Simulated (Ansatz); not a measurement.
**Ruthenium: the spin part of the Knight shift**

Wanted: spin susceptibility and spin part of the Knight shift of Ruthenium, from the response to a Zeeman field.

Calculated with Ansatz 0.2.0; DFT, PBE, plane-wave PAW, default files (PAW set soft_2), collinear spin, scalar-relativistic.

## (1) The starting structure

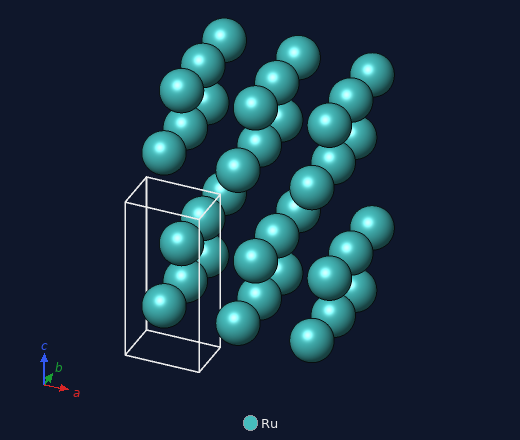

The cell as given, slightly off an axis (ruthenium teal). 3×3×2 cells are drawn.

Coordinates:

```cif
data_structure
_symmetry_space_group_name_H-M 'P6_3/mmc'
_symmetry_Int_Tables_number 194
_cell_length_a 2.7058
_cell_length_b 2.7058
_cell_length_c 4.2819
_cell_angle_alpha 90.000
_cell_angle_beta 90.000
_cell_angle_gamma 120.000
_cell_volume 27.15
loop_
_atom_site_label
_atom_site_type_symbol
_atom_site_symmetry_multiplicity
_atom_site_Wyckoff_symbol
_atom_site_fract_x
_atom_site_fract_y
_atom_site_fract_z
_atom_site_occupancy
Ru1 Ru 2 c 0.66667 0.33333 0.75000 1
```

The cell is an entry of the Crystallography Open Database; it need not be the form that is stable at ambient conditions.

## (2) Applying a field to the spins

A field acting on the spins alone polarises the electrons at the Fermi level, and through exchange the cores. The spin density that this leaves at a nucleus gives the contact field (2μ₀/3) μB ρ_s, and its ratio to B is the isotropic contact shift K; the spin-dipolar anisotropy is not included. The field, 300 T, is far above laboratory fields so that the moment stands clear of numerical noise; it splits the spins by 35 meV, against a smearing of 100 meV. The net moment comes from states near the Fermi level, so the mesh must be dense.

File input.yaml:

```yaml
crystal:
  lattice:
    - [2.7058, 0.0, 0.0]
    - [-1.3529, 2.3432915376, 0.0]
    - [0.0, 0.0, 4.2819]
  atoms:
    - { symbol: Ru, position: [0.6666666667, 0.3333333333, 0.75] }
    - { symbol: Ru, position: [0.3333333333, 0.6666666667, 0.25] }
kpoints:
  mp_grid: { grid: [23, 23, 13] }
scf:
  lower_state_search: "off"
  occupations: { method: fermi_dirac, width: 0.1 }
  convergence: { dr2_threshold: 1.0e-10 }
hamiltonian:
  xc: pbe
output:
  efg: { contact_densities: true, quadrupole_moments_barn: { Ru: 0.079 } }
  forces: true
  dos: { de: 0.02 }
  write_density: true
  write_potential: true
  elf: true
  volumetric_format: npy
magnetization:
  spin_polarized: true
  magnetic_field: 300
```

The run is started by

```bash
$ ansatz run input.yaml --threads 2 --pin off --max-ram 4096MiB --backend cpu --events-out ev --progress --plain --runs-dir out
```

Numbers of over 12 decimals in the logs are rounded to 6 here.

The program printed:

```text
[a pick of lines, long numbers rounded; other set-up, energy and force rows are left out]
Functional definition: PBE
Basis set: ecut = 420 eV, 537 PW (Γ), exchange–correlation on 40×40×60 points (8 copies of the dense FFT grid, shifted against one another)
Symmetry: 24 space group operations
k-points: 392 of 6877
SCF iter   1: F=—  HF=-11758.656117 eV  |F-HF|=—  |Δ(HF+E_count)|=         —  Δρ=6.19e-2 (↑6.09e-2 ↓6.19e-2)  dr2=3.98e0  dr2_m=1.10e-4  M=0.023 μB ∫|m|=0.023 μB  β_m=1.00  ethr=3.10e-3  ⟨swp⟩=5.0  Hψ=77605  notcnv=0  defer=57
preconditioner: auto → none  [metal: Δε(μ)=0.003 eV  Ē_g=11.506 eV  σ=0.100 eV  W_gap=0.01  n_scr=8 (ndim 8)  ℏωp=28.5 eV  f_vac=0.000  D(μ)=1.34/eV (n_scr^D=10)  sad-step TF]
SCF iter   2: F=—  HF=-11757.933070 eV  |F-HF|=—  |Δ(HF+E_count)|=   7.23e-1  Δρ=4.08e-2 (↑4.05e-2 ↓4.08e-2)  dr2=1.73e0  dr2_m=8.69e-6  M=0.029 μB ∫|m|=0.029 μB  β_m=1.00  ethr=3.10e-3  ⟨swp⟩=2.3  Hψ=32201  notcnv=0  defer=801
SCF iter   3: F=—  HF=-11754.441794 eV  |F-HF|=—  |Δ(HF+E_count)|=    3.49e0  Δρ=1.08e-1 (↑1.08e-1 ↓9.11e-2)  dr2=1.35e-1  dr2_m=2.45e0  M=3.399 μB ∫|m|=3.399 μB  ethr=3.10e-3  ⟨swp⟩=2.1  Hψ=32395  notcnv=0  defer=801
SCF iter   4: F=—  HF=-11756.719562 eV  |F-HF|=—  |Δ(HF+E_count)|=         —  Δρ=7.01e-2 (↑6.54e-2 ↓7.01e-2)  dr2=3.12e-2  dr2_m=1.12e0  M=0.995 μB ∫|m|=1.007 μB  β_m=0.30  ethr=4.22e-4  ⟨swp⟩=2.5  Hψ=41437  notcnv=0  defer=1169
SCF iter   5: F=—  HF=-11756.976165 eV  |F-HF|=—  |Δ(HF+E_count)|=   2.57e-1  Δρ=5.46e-2 (↑5.32e-2 ↓5.46e-2)  dr2=1.23e-2  dr2_m=7.15e-1  M=0.786 μB ∫|m|=0.801 μB  β_m=0.30  ethr=9.74e-5  ⟨swp⟩=1.1  Hψ=17953  notcnv=0  defer=1169
SCF iter   6: F=—  HF=-11757.141882 eV  |F-HF|=—  |Δ(HF+E_count)|=   1.66e-1  Δρ=4.26e-2 (↑4.26e-2 ↓4.26e-2)  dr2=1.12e-3  dr2_m=4.51e-1  M=0.626 μB ∫|m|=0.644 μB  β_m=0.30  ethr=3.85e-5  ⟨swp⟩=1.9  Hψ=23588  notcnv=0  defer=1169
SCF iter   7: F=—  HF=-11757.238769 eV  |F-HF|=—  |Δ(HF+E_count)|=   9.69e-2  Δρ=3.39e-2 (↑3.39e-2 ↓3.38e-2)  dr2=1.81e-5  dr2_m=2.85e-1  M=0.500 μB ∫|m|=0.519 μB  β_m=0.30  ethr=3.50e-6  ⟨swp⟩=2.2  Hψ=29277  notcnv=0  defer=1169
SCF iter   8: F=—  HF=-11757.298235 eV  |F-HF|=—  |Δ(HF+E_count)|=   5.95e-2  Δρ=2.70e-2 (↑2.70e-2 ↓2.69e-2)  dr2=1.10e-5  dr2_m=1.81e-1  M=0.401 μB ∫|m|=0.420 μB  β_m=0.30  ethr=5.65e-8  ⟨swp⟩=3.0  Hψ=40517  notcnv=0  defer=1169
SCF iter   9: F=—  HF=-11757.335660 eV  |F-HF|=—  |Δ(HF+E_count)|=   3.74e-2  Δρ=2.15e-2 (↑2.15e-2 ↓2.14e-2)  dr2=1.16e-5  dr2_m=1.15e-1  M=0.323 μB ∫|m|=0.341 μB  β_m=0.55  ethr=3.42e-8  ⟨swp⟩=3.3  Hψ=42449  notcnv=0  defer=1169
SCF iter  10: F=—  HF=-11757.398072 eV  |F-HF|=—  |Δ(HF+E_count)|=   6.24e-2  Δρ=3.18e-3 (↑3.01e-3 ↓3.18e-3)  dr2=1.07e-5  dr2_m=2.39e-3  M=0.077 μB ∫|m|=0.084 μB  β_m=0.82  ethr=3.42e-8  ⟨swp⟩=3.2  Hψ=44332  notcnv=0  defer=1169
SCF iter  11: F=—  HF=-11757.399524 eV  |F-HF|=—  |Δ(HF+E_count)|=   1.45e-3  Δρ=3.41e-4 (↑3.41e-4 ↓2.14e-4)  dr2=1.21e-5  dr2_m=1.70e-5  M=0.039 μB ∫|m|=0.039 μB  β_m=0.91  ethr=3.33e-8  ⟨swp⟩=3.0  Hψ=38954  notcnv=0  defer=1081
SCF iter  12: F=—  HF=-11757.399482 eV  |F-HF|=—  |Δ(HF+E_count)|=         —  Δρ=9.39e-4 (↑9.39e-4 ↓7.02e-4)  dr2=2.41e-5  dr2_m=1.65e-4  M=0.028 μB ∫|m|=0.028 μB  β_m=0.91  ethr=3.33e-8  ⟨swp⟩=5.0  Hψ=63817  notcnv=0  defer=268
SCF iter  13: F=—  HF=-11757.399564 eV  |F-HF|=—  |Δ(HF+E_count)|=   8.17e-5  Δρ=4.58e-4 (↑1.87e-4 ↓4.58e-4)  dr2=3.35e-5  dr2_m=2.19e-5  M=0.034 μB ∫|m|=0.034 μB  β_m=0.96  ethr=3.33e-8  ⟨swp⟩=2.0  Hψ=38400  notcnv=0  defer=253
SCF iter  14: F=—  HF=-11757.399580 eV  |F-HF|=—  |Δ(HF+E_count)|=   1.63e-5  Δρ=3.22e-4 (↑3.22e-4 ↓1.47e-4)  dr2=4.88e-5  dr2_m=3.11e-6  M=0.037 μB ∫|m|=0.037 μB  β_m=0.80  ethr=3.33e-8  ⟨swp⟩=2.0  Hψ=31331  notcnv=0  defer=253
SCF iter  15: F=—  HF=-11757.399565 eV  |F-HF|=—  |Δ(HF+E_count)|=   1.48e-5  Δρ=1.10e-5 (↑1.10e-5 ↓1.10e-5)  dr2=8.87e-11  dr2_m=3.01e-8  M=0.038 μB ∫|m|=0.038 μB  β_m=0.90  ethr=3.33e-8  ⟨swp⟩=2.0  Hψ=30786  notcnv=0  defer=253
SCF iter  16: F=—  HF=-11757.399565 eV  |F-HF|=—  |Δ(HF+E_count)|=   3.11e-7  Δρ=7.82e-7 (↑4.92e-7 ↓7.82e-7)  dr2=1.87e-10  dr2_m=3.24e-11  M=0.038 μB ∫|m|=0.038 μB  β_m=0.87  ethr=1.00e-12  ⟨swp⟩=3.0  Hψ=43668  notcnv=0  defer=253
SCF iter  17: F=-11757.399565 eV  HF=-11757.399565 eV  |F-HF|=9.09e-12  |Δ(HF+E_count)|=  2.18e-11  Δρ=1.66e-7 (↑1.66e-7 ↓1.22e-7)  dr2=1.26e-11  dr2_m=9.81e-13  M=0.038 μB ∫|m|=0.038 μB  β_m=0.90  ethr=1.00e-12  ⟨swp⟩=6.1  Hψ=85510  notcnv=0
SCF iter  18: F=-11757.399565 eV  HF=-11757.399565 eV  |F-HF|=1.82e-12  |Δ(HF+E_count)|=    0.00e0  Δρ=5.61e-8 (↑4.63e-8 ↓5.61e-8)  dr2=1.62e-12  dr2_m=4.80e-14  M=0.038 μB ∫|m|=0.038 μB  ethr=1.00e-12  ⟨swp⟩=3.5  Hψ=66400  notcnv=0
SCF converged after 18 iterations
Magnetization: 0.0381 μB (16.0191 up, 15.9809 down)
Absolute magnetization: 0.0381 μB (∫|ρ↑−ρ↓|)
Per-site moments (μB) at R_I (Å): [(0.017411, 1.093251), (0.017411, 1.093251)]
Free energy (F): -11757.399565 eV
Fermi energy:    23.542672 eV
--- Forces (eV/Å), atoms counted from 1 ---
--- PAW observables at the nuclei: V_zz in 10²¹ V/m², potentials from the cell's mean, atoms counted from 1 ---
  atom   1  Ru V_zz =    -1.083930   η = 0.0000   by run symmetry: allowed   C_q = -2.0705 MHz
            electrostatic potential = -6805.493975 V   contact ρ = 719498.404353 e/Å³   contact ρ_s (e/Å³): all electrons -0.040378, valence +0.051453
  atom   2  Ru V_zz =    -1.083930   η = 0.0000   by run symmetry: allowed   C_q = -2.0705 MHz
            electrostatic potential = -6805.493975 V   contact ρ = 719498.404353 e/Å³   contact ρ_s (e/Å³): all electrons -0.040378, valence +0.051453
--- Band table (eV; the first three rows and the last of 784) ---
  k-point 0 ↑: bands = ["-49.6322", "-49.4268", "-20.1200", "-19.1864", "-19.1864", "-19.0159", "-19.0159", "-18.9727", "15.5216", "17.3002", "20.9041", "20.9041", "21.0816", "21.5858", "21.5858", "22.1134", "22.1134", "24.6885", "24.6885", "24.7999", "33.8151", "38.3036", "40.7684", "41.4180"]
  k-point 1 ↑: bands = ["-49.6292", "-49.4299", "-20.1041", "-19.1839", "-19.1839", "-19.0184", "-19.0184", "-18.9902", "15.5884", "17.3226", "20.8608", "20.8608", "21.0480", "21.5457", "21.5457", "22.2092", "22.2092", "24.5699", "24.6933", "24.6933", "34.1131", "38.1504", "41.0551", "41.2209"]
  k-point 2 ↑: bands = ["-49.6206", "-49.4388", "-20.0572", "-19.1767", "-19.1767", "-19.0416", "-19.0258", "-19.0258", "15.7843", "17.3858", "20.7688", "20.7688", "20.9539", "21.4354", "21.4354", "22.4553", "22.4553", "23.9673", "24.6963", "24.6963", "34.9186", "37.8566", "40.7281", "41.7153"]
  k-point 391 ↓: bands = ["-49.3631", "-49.3619", "-19.8348", "-19.8304", "-19.5837", "-19.5404", "-19.1280", "-19.1226", "18.7756", "18.8342", "19.3713", "19.5653", "20.8191", "20.8372", "22.3083", "22.4897", "24.7684", "24.8190", "31.7535", "31.7928", "34.1101", "34.5589", "35.0136", "35.3086"]
```

The job ended after 51 s (2 threads of Arm Neoverse N1, shared host; peak memory 0.61 GiB; 99 s of CPU time).

The moment is 0.0381 μB a cell, a spin susceptibility of 35.5 × 10⁻⁶ emu per mole of atoms. With 7.769 T for 1 e/Å³:

| site | nucleus | contact shift (ppm) | from valence states | rest (mostly cores) |
| --- | --- | --- | --- | --- |
| Ru | 99Ru | -1050 | 1330 | -2380 |

The split depends on the files: semicore shells that they treat as valence count in the first part.

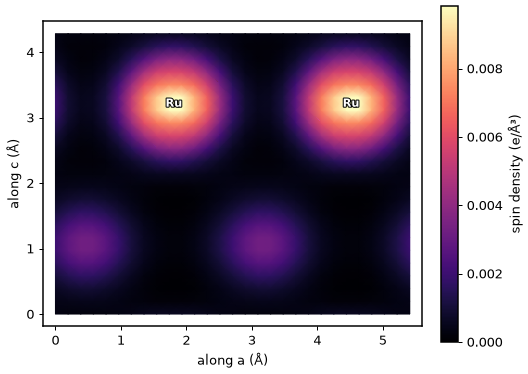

Spin density in the ac plane at fractional y = 0.333, with atoms of Ru within 0.2 Å of it.

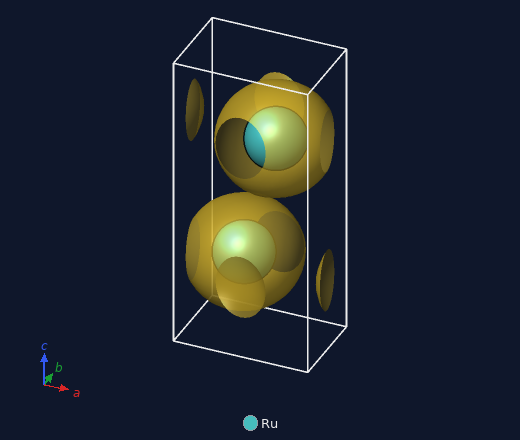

Surface of spin density = 0.0018 e/Å³, which holds about 70 % of the integral of its size.

## (3) Is the response linear?

The shift is a ratio that holds only while the moment grows in step with the field, so the field is doubled.

input.yaml, as its differences from that of step 2:

```diff
@@ -19,9 +19,4 @@
   forces: true
-  dos: { de: 0.02 }
-  write_density: true
-  write_potential: true
-  elf: true
-  volumetric_format: npy
 magnetization:
   spin_polarized: true
-  magnetic_field: 300
+  magnetic_field: 600
```

The program printed:

```text
[a pick of lines, long numbers rounded; other set-up, energy and force rows are left out]
[...]
Basis set: ecut = 420 eV, 537 PW (Γ), exchange–correlation on 40×40×60 points (8 copies of the dense FFT grid, shifted against one another)
[... 1 set-up line as in the run before ...]
k-points: 392 of 6877
[...]
SCF converged after 16 iterations
Magnetization: 0.0763 μB (16.0382 up, 15.9618 down)
Absolute magnetization: 0.0763 μB (∫|ρ↑−ρ↓|, with the PAW one-centre terms)
Per-site moments (μB) at R_I (Å): [(0.034872, 1.093251), (0.034872, 1.093251)]
Free energy (F): -11757.400558 eV
Fermi energy:    23.542523 eV
--- Forces (eV/Å), atoms counted from 1 ---
[...]
atom   1  Ru V_zz =    -1.078068   η = 0.0000   by run symmetry: allowed   C_q = -2.0593 MHz
[...]
atom   2  Ru V_zz =    -1.078068   η = 0.0000   by run symmetry: allowed   C_q = -2.0593 MHz
[...]
```

The job ended after 35 s (2 threads; peak memory 0.61 GiB; 69 s of CPU time).

The moment goes from 0.0381 to 0.0763 μB, a factor of 2.00, and the shift of Ru from -1050 to -1050 ppm. The response is linear on all sites, to 3 % of the larger of shift and valence part or 3 ppm; the largest move is -0 ppm, on Ru.

## (4) How settled the numbers are

Each row names what differs in the settings from the first run, the PAW files staying the same unless named (PBE, default files (PAW set soft_2), mesh 23×23×13, fermi dirac smearing of 0.1 eV, cutoff 420 eV, 300 T). Shifts in ppm; times on 2 threads of Arm Neoverse N1, shared host.

| run | time | χ_s (10⁻⁶ emu/mol) | Ru |
| --- | --- | --- | --- |
| first run | 51 s | 35.5 | -1050 |
| fermi dirac 0.15 eV | 47 s | 37.4 | -1070 |
| gaussian 0.1 eV | 42 s | 32.0 | -1020 |
| PBEsol | 44 s | 34.6 | -900 |
| mesh 8×8×5 | 5.2 s | 24.5 | 97 |

## (5) What came out

```json
{
 "99Ru contact shift": "-1050 ppm",
 "spin susceptibility": "35.5 × 10⁻⁶ emu per mole of atoms"
}
```

In words: The spin part of the Knight shift is -1050 ppm on Ru in the first run. Another form of smearing at the same width (gaussian) changes the shift of Ru by +21 ppm; it is narrower in effect than Fermi-Dirac smearing, so mesh noise enters. Widening the smearing to 0.15 eV changes the shift of Ru by -21 ppm. No row of the table has a finer mesh on this cell, so the value may still hold a sampling error; the coarser mesh 8×8×5 differs by +1143 ppm on Ru. Another functional changes the shift of Ru by +146 ppm (PBEsol). Over the rows of this table on the first cell the shift spans -1070 to 97 ppm on Ru. On Ru the runs differ even in sign. On Ru the cores give a negative part that outweighs the valence part, as is usual where d states carry the induced moment. 2 further runs of this session (failed, refused or on trial settings) are not shown. The orbital shift is left out; on d- and f-block metals such as Ru it can be large.

[Logs are printed without paths, hosts, clocks, repeated set-up lines and the standing remarks that a program may print on its own settings, such as how far it seeks lower states.]

[Hosts, paths, dates, database ids (printed as entryN), source tags and the programs' standing remarks are cut or masked in the printed files.]
